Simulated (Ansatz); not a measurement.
# Tunnelling across a broken Ni chain: predicting one gap

**Method.** Ansatz 0.2.0, plane waves with PAW datasets at the program's default cutoffs, Fermi-Dirac smearing of 0.05 eV, chains in boxes 7.5 Å wide or more, moments seeded when the perfect chain is relaxed. PBE, no spin-orbit coupling; one bond is opened by s Å beyond its relaxed length, the other atoms of a straight cell of 13 kept, with parallel moments across the gap, and the conductance taken at 300 K.

| run | G (G₀) | largest error term (%) | s | ln G |
| --- | --- | --- | --- | --- |
| +1.2 Å | 0.8734 | 1 | 1.2 | −0.1353 |
| +1.8 Å | 0.3853 | 1 | 1.8 | −0.9538 |
| +2.5 Å | 0.1135 | 1 | 2.5 | −2.176 |
| +4.2 Å | 0.003732 | 4 | 4.2 | −5.591 |

One run is withheld: run = +3.3 Å, with s = 3.3. Fit a straight line ln G = a + b × s to the 4 rows shown and predict it.

**Fit.** The means are 2.425 for s and −2.214 for ln G. The sum of products of deviations is −9.325 and the sum of squares in s is 5.048, so b = −9.325 / 5.048 = −1.847 and a = −2.214 − (−1.847) × 2.425 = 2.266. The residuals' standard deviation, with 2 degrees of freedom, is σ = 0.21.

**Prediction.** ln G = 2.266 + (−1.847) × 3.3 = −3.831, that is 0.0217 G₀. The run gave 0.0234 G₀ (ln G = −3.753), so the prediction less the run is −0.077. The standard error of a prediction there, σ√(1 + 1/4 + (3.3 − 2.425)²/5.048), is 0.25, and the miss is 0.32 times that, for a point between the fitted rows. With so few rows σ is itself uncertain.

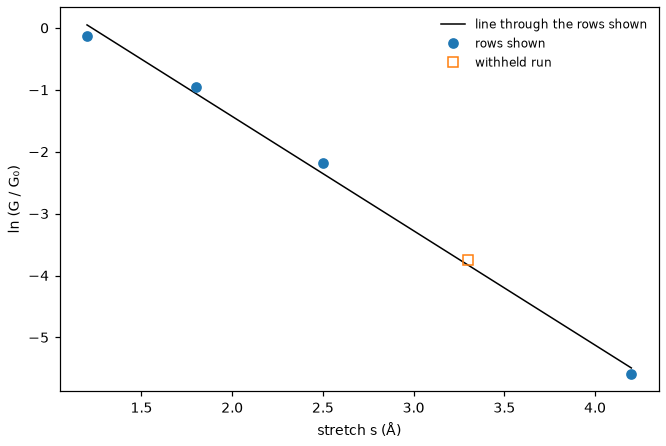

The fitted line, the rows shown and the withheld run.

Caveats: Between neighbouring runs the slope of ln G lies between −2.04 and −1.36 per Å, so one exponential is an approximation; it is flattest at the narrowest gap, nearest to contact. Error terms (up to 4 %, withheld run included) bound how much a small miss can mean. No image potential, spin-orbit coupling or relaxation; a bent or dimerised chain may be lower in energy. Series of this kind are told only where this holds: one magnetic state in all runs, error terms under 60 %, and the runs' own leads conduct as the perfect chain does. 36 of 42 did.
